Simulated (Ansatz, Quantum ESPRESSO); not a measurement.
**BaLiF3 (Pm-3m): modes at Γ and the response to a field**

Wanted: the vibrations of BaLiF3 (Pm-3m) at Γ, by two programs.

Calculated with Quantum ESPRESSO 7.5; DFT LDA, scalar-relativistic, plane waves, JTH PAW pseudopotentials.

## (1) Set-up

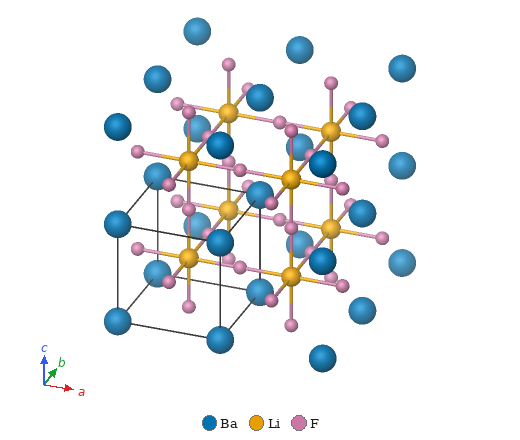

The starting structure, seen from a free direction (barium blue, lithium orange, fluorine pink). 2×2×2 cells are drawn. Some periodic images of atoms are drawn too.

## (2) A probe with smearing

A cheap run with smearing and empty bands tells whether the crystal has a gap, which decides between fixed occupations and smearing later on.

The input, probe.in:

```
 &control
    calculation='scf',
    prefix='x',
    outdir='./tmp',
    pseudo_dir='./pseudo',
    tprnfor=.true.,
    tstress=.true.,
    verbosity='high',
 /
 &system
    ibrav=1,
    celldm(1)=7.53732693,
    nat=5,
    ntyp=3,
    ecutwfc=50.0,
    ecutrho=250.0,
    occupations='smearing',
    smearing='gaussian',
    degauss=0.01,
 /
 &electrons
    conv_thr=1.0d-07,
    mixing_beta=0.7,
    electron_maxstep=100,
 /
ATOMIC_SPECIES
 Ba    137.3270  Ba.upf
 Li      6.9400  Li.upf
 F      18.9984  F.upf
ATOMIC_POSITIONS crystal
 Ba     0.000000000   0.000000000   0.000000000
 Li     0.500000000   0.500000000   0.500000000
 F      0.000000000   0.500000000   0.500000000
 F      0.500000000   0.500000000   0.000000000
 F      0.500000000   0.000000000   0.500000000
K_POINTS automatic
 4 4 4 0 0 0
```

The run is started by

```console
$ OMP_NUM_THREADS=1 mpirun -n 4 pw.x -nk 4 -in probe.in > probe.out
```

Log:

```text
[banners, grids, parts of the stress and lines that vanish by symmetry left out]
Program PWSCF v.7.5
     file Ba.upf: wavefunction(s)  5S 6S 5P 0P 5D 0D renormalized
     file Li.upf: wavefunction(s)  1S 2S 0S 2P 0P renormalized
[...]
kinetic-energy cutoff     =      50.0000  Ry
     charge density cutoff     =     250.0000  Ry
     scf convergence threshold =      1.0E-07
[...]
Exchange-correlation= SLA PW NOGX NOGC
                           (   1   4   0   0   0   0   0)
[...]
48 Sym. Ops., with inversion, found
[...]
(     0          1          0      )
                  (     0          0          1      )
[...]
(  0.0000000  1.0000000  0.0000000 )
                  (  0.0000000  0.0000000  1.0000000 )
[...]
(     0         -1          0      )
[...]
( -1.0000000  0.0000000  0.0000000 )
                  (  0.0000000  1.0000000  0.0000000 )
[...]
number of k points=    10  Gaussian smearing, width (Ry)=  0.0100
[...]
End of self-consistent calculation
[...]
the Fermi energy is     7.7603 ev
!    total energy              =    -614.00716779 Ry
[...]
convergence has been achieved in   7 iterations
[...]
atom    1 type  1   force =     0.00000000    0.00000000    0.00000000
     atom    2 type  2   force =     0.00000000    0.00000000    0.00000000
     atom    3 type  3   force =     0.00000000    0.00000000    0.00000000
     atom    4 type  3   force =     0.00000000    0.00000000    0.00000000
     atom    5 type  3   force =     0.00000000    0.00000000    0.00000000
[...]
Total force =     0.000000     Total SCF correction =     0.000000
[...]
total   stress  (Ry/bohr**3)                   (kbar)     P=      -56.62
[...]
XML data file, charge density, pseudopotentials, collected wavefunctions

   JOB DONE.
```

The job ended after 3.9 s (4 MPI ranks of Arm Neoverse V2, shared host; 15 s of CPU time).

This step gave:

* volume per atom: 12.69 Å³
* pressure: -5.662 GPa
* gap on the k-mesh: 6.505 eV

A gap of 6.5 eV opens on this mesh, so the crystal is taken as an insulator; the start stands at -5.7 GPa.

## (3) Relaxation

The harmonic expansion starts where the forces on the atoms vanish, and stress shifts the frequencies, so cell and atoms are relaxed with tight thresholds.

The input, relax.in:

```
 &control
    calculation='vc-relax',
    prefix='x',
    outdir='./tmp',
    pseudo_dir='./pseudo',
    tprnfor=.true.,
    tstress=.true.,
    forc_conv_thr=2.0d-05,
    etot_conv_thr=1.0d-07,
    nstep=40,
 /
 &system
    ibrav=1,
    celldm(1)=7.53732693,
    nat=5,
    ntyp=3,
    ecutwfc=50.0,
    ecutrho=250.0,
    occupations='fixed',
    nbnd=19,
 /
 &electrons
    conv_thr=1.0d-11,
    mixing_beta=0.7,
    electron_maxstep=100,
 /
 &ions
 /
 &cell
    press_conv_thr=0.1,
 /
ATOMIC_SPECIES
 Ba    137.3270  Ba.upf
 Li      6.9400  Li.upf
 F      18.9984  F.upf
ATOMIC_POSITIONS crystal
 Ba     0.000000000   0.000000000   0.000000000
 Li     0.500000000   0.500000000   0.500000000
 F      0.000000000   0.500000000   0.500000000
 F      0.500000000   0.500000000   0.000000000
 F      0.500000000   0.000000000   0.500000000
K_POINTS automatic
 6 6 6 0 0 0
```

The run is started by

```console
$ OMP_NUM_THREADS=1 mpirun -n 4 pw.x -nk 4 -in relax.in > relax.out
```

Log:

```text
[banners, grids, parts of the stress and lines that vanish by symmetry left out]
[banner, memory and clock lines left out]
Program PWSCF v.7.5

[...]
kinetic-energy cutoff     =      50.0000  Ry
     charge density cutoff     =     250.0000  Ry
     scf convergence threshold =      1.0E-11
[...]
energy convergence thresh.=      1.0E-07
     force convergence thresh. =      2.0E-05
     press convergence thresh. =      1.0E-01
     Exchange-correlation= SLA PW NOGX NOGC
                           (   1   4   0   0   0   0   0)
[...]
48 Sym. Ops., with inversion, found
[...]
number of k points=    20
[...]
End of self-consistent calculation
[...]
highest occupied, lowest unoccupied level (ev):     4.6011   11.1070
!    total energy              =    -614.00720893 Ry
[...]
convergence has been achieved in  13 iterations
[...]
atom    1 type  1   force =     0.00000000    0.00000000    0.00000000
     atom    2 type  2   force =     0.00000000    0.00000000    0.00000000
     atom    3 type  3   force =     0.00000000    0.00000000    0.00000000
     atom    4 type  3   force =     0.00000000    0.00000000    0.00000000
     atom    5 type  3   force =     0.00000000    0.00000000    0.00000000
     Total force =     0.000000     Total SCF correction =     0.000000
[...]
total   stress  (Ry/bohr**3)                   (kbar)     P=      -55.69
[...]
number of bfgs steps    =   0
[...]
CELL_PARAMETERS (alat=  7.53732693)
[...]
ATOMIC_POSITIONS (crystal)
Ba               0.0000000000        0.0000000000        0.0000000000
Li               0.5000000000        0.5000000000        0.5000000000
F                0.0000000000        0.5000000000        0.5000000000
F                0.5000000000        0.5000000000        0.0000000000
[...]
New effective cutoffs (rho, wfc):  253.55   50.95
[...]
End of self-consistent calculation
[...]
highest occupied, lowest unoccupied level (ev):     4.9302   11.4752
!    total energy              =    -614.01097943 Ry
[...]
convergence has been achieved in  13 iterations
[...]
atom    1 type  1   force =     0.00000000    0.00000000    0.00000000
     atom    2 type  2   force =     0.00000000    0.00000000    0.00000000
     atom    3 type  3   force =     0.00000000    0.00000000    0.00000000
     atom    4 type  3   force =     0.00000000    0.00000000    0.00000000
     atom    5 type  3   force =     0.00000000    0.00000000    0.00000000
     Total force =     0.000000     Total SCF correction =     0.000000
[...]
total   stress  (Ry/bohr**3)                   (kbar)     P=      -35.81
[...]
number of bfgs steps    =   1
[...]
CELL_PARAMETERS (alat=  7.53732693)
[...]
ATOMIC_POSITIONS (crystal)
[...]
New effective cutoffs (rho, wfc):  260.98   52.45
[...]
End of self-consistent calculation
[...]
highest occupied, lowest unoccupied level (ev):     5.4550   12.0523
!    total energy              =    -614.01318203 Ry
[...]
convergence has been achieved in  14 iterations
[...]
atom    1 type  1   force =     0.00000000    0.00000000    0.00000000
     atom    2 type  2   force =     0.00000000    0.00000000    0.00000000
     atom    3 type  3   force =     0.00000000    0.00000000    0.00000000
     atom    4 type  3   force =     0.00000000    0.00000000    0.00000000
[...]
Total force =     0.000000     Total SCF correction =     0.000000
[...]
total   stress  (Ry/bohr**3)                   (kbar)     P=        0.68
[...]
number of bfgs steps    =   2
[...]
CELL_PARAMETERS (alat=  7.53732693)
[...]
ATOMIC_POSITIONS (crystal)
[...]
New effective cutoffs (rho, wfc):  260.84   52.42
[...]
End of self-consistent calculation
[...]
highest occupied, lowest unoccupied level (ev):     5.4451   12.0416
!    total energy              =    -614.01318269 Ry
[...]
convergence has been achieved in  12 iterations
[...]
Total force =     0.000000     Total SCF correction =     0.000000
[...]
total   stress  (Ry/bohr**3)                   (kbar)     P=       -0.06
[...]
number of bfgs steps    =   3
[...]
small trust_radius: resetting bfgs history
[...]
CELL_PARAMETERS (alat=  7.53732693)
[...]
ATOMIC_POSITIONS (crystal)
[...]
New effective cutoffs (rho, wfc):  260.85   52.42
[...]
End of self-consistent calculation
[...]
highest occupied, lowest unoccupied level (ev):     5.4455   12.0420
!    total energy              =    -614.01318270 Ry
[...]
convergence has been achieved in   7 iterations
[...]
atom    3 type  3   force =     0.00000000    0.00000000    0.00000000
     atom    4 type  3   force =     0.00000000    0.00000000    0.00000000
     atom    5 type  3   force =     0.00000000    0.00000000    0.00000000
     Total force =     0.000000     Total SCF correction =     0.000000
[...]
total   stress  (Ry/bohr**3)                   (kbar)     P=       -0.03
[...]
bfgs converged in   5 scf cycles and   4 bfgs steps
[...]
End of BFGS Geometry Optimization
     Final enthalpy           =    -614.0131826954 Ry
     File ./tmp/x.bfgs deleted, as requested
[...]
CELL_PARAMETERS (alat=  7.53732693)
[...]
ATOMIC_POSITIONS (crystal)
[...]
F                0.5000000000        0.5000000000        0.0000000000
F                0.5000000000        0.0000000000        0.5000000000
[...]
Final scf calculation at the relaxed structure.
[...]
kinetic-energy cutoff     =      50.0000  Ry
     charge density cutoff     =     250.0000  Ry
     scf convergence threshold =      1.0E-13
[...]
press convergence thresh. =      1.0E-01
     Exchange-correlation= SLA PW NOGX NOGC
                           (   1   4   0   0   0   0   0)
[...]
48 Sym. Ops., with inversion, found
[...]
number of k points=    20
[...]
End of self-consistent calculation
[...]
highest occupied, lowest unoccupied level (ev):     5.4450   12.0422
!    total energy              =    -614.01176533 Ry
[...]
convergence has been achieved in  13 iterations
[...]
atom    1 type  1   force =     0.00000000    0.00000000    0.00000000
     atom    2 type  2   force =     0.00000000    0.00000000    0.00000000
     atom    3 type  3   force =     0.00000000    0.00000000    0.00000000
     atom    4 type  3   force =     0.00000000    0.00000000    0.00000000
     atom    5 type  3   force =     0.00000000    0.00000000    0.00000000
     Total force =     0.000000     Total SCF correction =     0.000000
[...]
total   stress  (Ry/bohr**3)                   (kbar)     P=        1.53
[...]
XML data file, charge density, pseudopotentials, collected wavefunctions
```

It took 36 s on 4 MPI ranks.

The steps of the relaxation:

```
step  energy less that of the first step (eV)  largest force (eV/Å)  pressure (GPa)  volume (Å³)
   1                                   0.0000                0.0000           -5.57        63.45
   2                                  -0.0513                0.0000           -3.58        61.67
   3                                  -0.0813                0.0000            0.07        59.06
   4                                  -0.0813                0.0000           -0.01        59.10
   5                                  -0.0813                0.0000            0.00        59.10
   6                                  -0.0620                0.0000            0.15        59.10
```

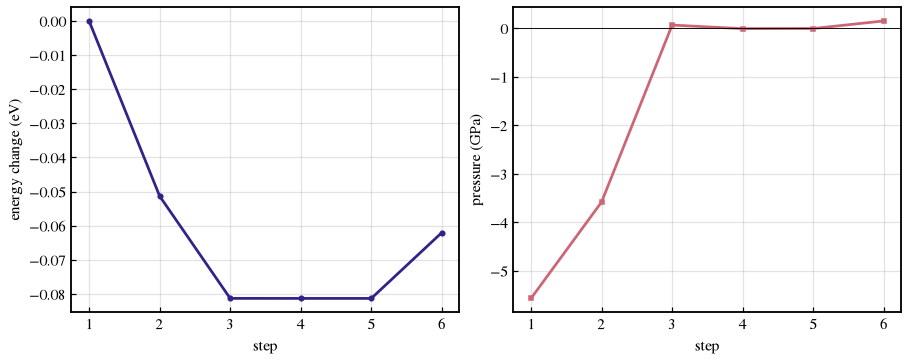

Energy and pressure along the relaxation.

```
conventional cell, symmetrised  before  after  change
                         a (Å)   3.989  3.895  -2.3 %
                         b (Å)   3.989  3.895  -2.3 %
                         c (Å)   3.989  3.895  -2.3 %
              volume (Å³/atom)   12.69  11.82  -6.9 %
```

The relaxed structure:

```cif
data_structure
_symmetry_space_group_name_H-M 'P 1'
_symmetry_Int_Tables_number 1
_cell_length_a 3.8952
_cell_length_b 3.8952
_cell_length_c 3.8952
_cell_angle_alpha 90.000
_cell_angle_beta 90.000
_cell_angle_gamma 90.000
_cell_volume 59.10
loop_
_atom_site_label
_atom_site_type_symbol
_atom_site_fract_x
_atom_site_fract_y
_atom_site_fract_z
_atom_site_occupancy
Ba1 Ba 0.00000 0.00000 0.00000 1
Li2 Li 0.50000 0.50000 0.50000 1
F3 F 0.00000 0.50000 0.50000 1
F4 F 0.50000 0.50000 0.00000 1
F5 F 0.50000 0.00000 0.50000 1
```

The last row of the table of steps is pw.x's closing run on a basis chosen anew for the final cell, so its energy can jump.

This step gave:

* volume per atom: 11.82 Å³
* pressure: 0.153 GPa
* gap on the k-mesh: 6.597 eV

The volume changes by -6.9 % from the cell with which this run began.

## (4) Ground state

The response is built on this ground state, so it is converged far tighter than an energy would need. With a gap, occupations are fixed, which also allows the response to an electric field.

The input, scf.in:

```
 &control
    calculation='scf',
    prefix='x',
    outdir='./tmp',
    pseudo_dir='./pseudo',
    tprnfor=.true.,
    tstress=.true.,
 /
 &system
    ibrav=1,
    celldm(1)=7.36084638,
    nat=5,
    ntyp=3,
    ecutwfc=50.0,
    ecutrho=250.0,
    occupations='fixed',
    nbnd=19,
 /
 &electrons
    conv_thr=1.0d-12,
    mixing_beta=0.7,
    electron_maxstep=100,
 /
ATOMIC_SPECIES
 Ba    137.3270  Ba.upf
 Li      6.9400  Li.upf
 F      18.9984  F.upf
ATOMIC_POSITIONS crystal
 Ba     0.000000000   0.000000000   0.000000000
 Li     0.500000000   0.500000000   0.500000000
 F      0.000000000   0.500000000   0.500000000
 F      0.500000000   0.500000000   0.000000000
 F      0.500000000   0.000000000   0.500000000
K_POINTS automatic
 6 6 6 0 0 0
```

The run is started by

```console
$ OMP_NUM_THREADS=1 mpirun -n 4 pw.x -nk 4 -in scf.in > scf.out
```

Log:

```text
[banners, grids, parts of the stress and lines that vanish by symmetry left out]
[banner, memory and clock lines left out]
Program PWSCF v.7.5

[...]
kinetic-energy cutoff     =      50.0000  Ry
     charge density cutoff     =     250.0000  Ry
     scf convergence threshold =      1.0E-12
[...]
Exchange-correlation= SLA PW NOGX NOGC
                           (   1   4   0   0   0   0   0)
[...]
48 Sym. Ops., with inversion, found
[...]
number of k points=    20
[...]
End of self-consistent calculation
[...]
highest occupied, lowest unoccupied level (ev):     5.4450   12.0422
!    total energy              =    -614.01176533 Ry
[...]
convergence has been achieved in  15 iterations
[...]
atom    1 type  1   force =     0.00000000    0.00000000    0.00000000
     atom    2 type  2   force =     0.00000000    0.00000000    0.00000000
     atom    3 type  3   force =     0.00000000    0.00000000    0.00000000
     atom    4 type  3   force =     0.00000000    0.00000000    0.00000000
     atom    5 type  3   force =     0.00000000    0.00000000    0.00000000
     Total force =     0.000000     Total SCF correction =     0.000000
[...]
total   stress  (Ry/bohr**3)                   (kbar)     P=        1.53
[...]
XML data file, charge density, pseudopotentials, collected wavefunctions
```

It took 8 s on 4 MPI ranks.

The cell stands at 0.15 GPa, close enough for phonons.

(Continued in part 2 of 3.)

[Host names and launcher messages were left out of these logs when they were recorded.]

[Logs are printed without paths, hosts, clocks, repeated set-up lines and the standing remarks that a program may print on its own settings, such as how far it seeks lower states.]

[Hosts, paths, dates, database ids (printed as entryN), source tags and the programs' standing remarks are cut or masked in the printed files.]
